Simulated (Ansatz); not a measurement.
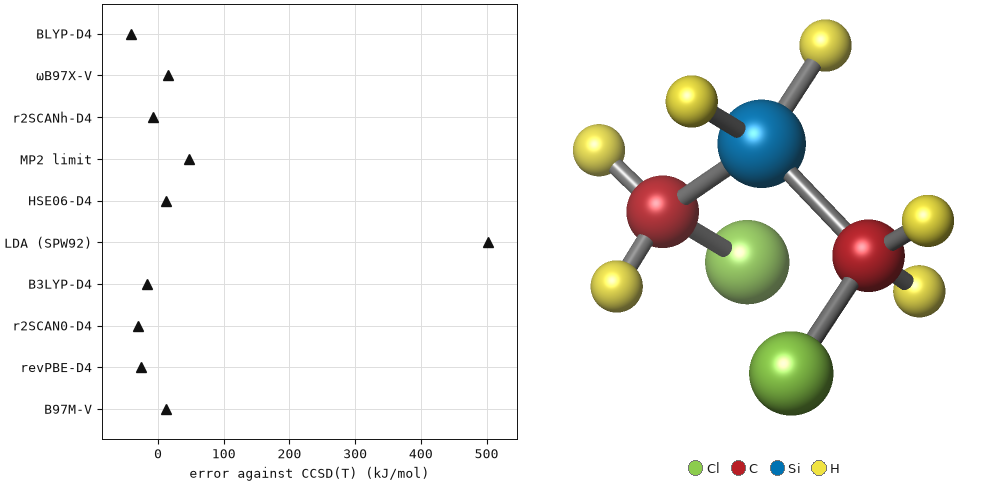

Error in the electronic atomisation energy (method less reference, so positive means overbinding) of C₂H₆Cl₂Si, SMILES ClC[SiH2]CCl: functionals in def2-TZVPP against frozen-core CCSD(T) at the limit (MP2 extrapolated from triple and quadruple zeta, plus CCSD(T) less MP2 in a smaller set), which gives 3701.1 kJ/mol, at a PBE0-D4/def2-TZVP geometry (a minimum by its frequencies), no zero-point or spin-orbit term, the Ansatz code. The reference leaves out core correlation, a term that grows with the number of heavy atoms. Limit means the basis limit.

Q: Which of these levels overbind, and which underbind?

A: Overbind: MP2 limit and LDA (SPW92). Underbind: BLYP-D4, r2SCAN0-D4 and revPBE-D4. Within 25 kJ/mol of zero, too close to call in view of what the reference leaves out: ωB97X-V, r2SCANh-D4, HSE06-D4, B3LYP-D4 and B97M-V.

Q: What range do the values span?

A: From −41.9 kJ/mol (BLYP-D4) to 502.5 kJ/mol (LDA (SPW92)).

Caveats, for all or some of the runs: one conformer of a flexible molecule.
